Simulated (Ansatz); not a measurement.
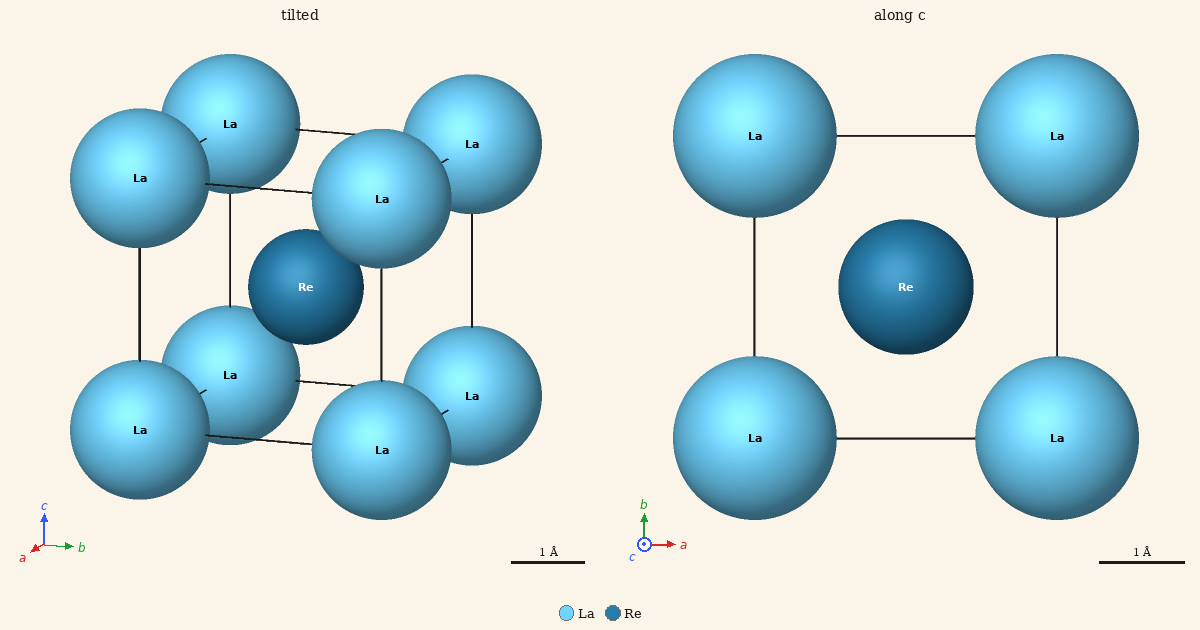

The crystal in a spheres-only representation, seen slightly off an axis and along the c axis. Lines trace the edges of the conventional unit cell.

LaRe, caesium chloride (CsCl, B2) type, space group Pm-3m (No. 221), a = 3.584 Å, b = 3.584 Å, c = 3.584 Å, α = 90.00°, β = 90.00°, γ = 90.00°. Its origin is a structure type filled with these elements by a generator (whether the compound takes this form wasn't checked). Earlier steps of the study, as a rule a relaxation of our own, may have changed the cell and positions, so they can lie some per cent off the listed ones. It was run through Ansatz as a DFT input.

This one geometry was computed with Ansatz (DFT, plane waves, PAW) at five levels of theory: PBE, r2SCAN, PBEsol, LDA and PBE with spin-orbit coupling.

**Which level gives the highest pressure at this volume, and what does that say about its equilibrium volume?**

Highest: PBE with spin-orbit coupling (1.3 GPa), which points to the largest equilibrium volume. Lowest, with the smallest volume: LDA (-7.3 GPa). Levels within 0.5 GPa of each other can't be told apart.

**How does the band gap change with the level of theory?**

All levels give a metal.

**Collect the results in a table.**

| level | cutoff (eV) | k-mesh of the run's cell | gap (eV) | pressure (GPa) |
| --- | --- | --- | --- | --- |
| PBE | 420 | 10×10×10 | metal | 0.0 |
| r2SCAN | 500 | 10×10×10 | metal | -0.8 |
| PBEsol | 420 | 10×10×10 | metal | -4.9 |
| LDA | 420 | 10×10×10 | metal | -7.3 |
| PBE with spin-orbit coupling | 420 | 10×10×10 | metal | 1.3 |

Gaps are taken on the k-mesh or band path of each run.
